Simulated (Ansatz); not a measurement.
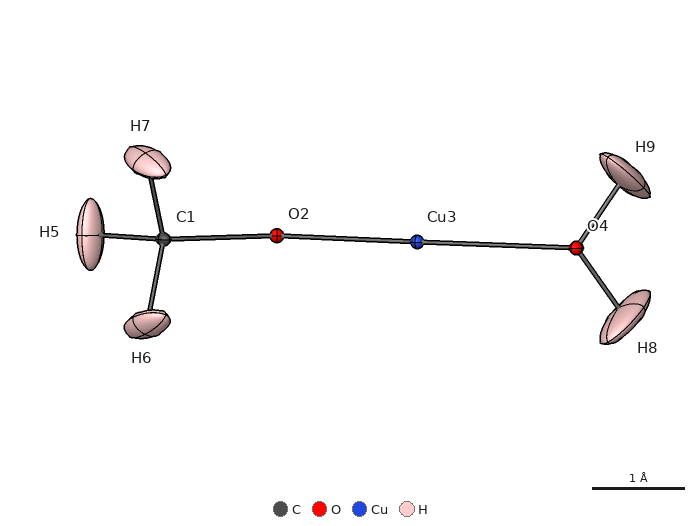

Displacement ellipsoids at the 50 % level, from the internal vibrations of the free molecule (harmonic, no overall translation or rotation; no half-axis is drawn under 0.075 Å). Charge 0, singlet. Vibrations computed with RKS PBE0-D4/def2-TZVP (Ansatz 0.2.0). Temperature: 0 K (zero-point motion alone).

**Which atom has the largest mean-square displacement?**

H8, H9, with U_eq = 0.0534 Å².

**Does H9 move more along its bond or across it?**

Across it: the root-mean-square amplitude is 0.083 Å along the bond and up to 0.349 Å across, since bending and torsion are softer than stretching.

Give the displacement parameters, one line for each set of equivalent atoms.

| atom | U_eq (Å²) | rms amplitudes (Å) |
| --- | --- | --- |
| C1 | 0.0023 | 0.034, 0.039, 0.065 |
| O2 | 0.0020 | 0.035, 0.046, 0.050 |
| Cu3 | 0.00062 | 0.016, 0.028, 0.029 |
| O4 | 0.0028 | 0.047, 0.050, 0.061 |
| H5 | 0.0307 | 0.091, 0.140, 0.254 |
| H6, H7 | 0.0251 | 0.080, 0.122, 0.232 |
| H8, H9 | 0.0534 | 0.082, 0.178, 0.349 |
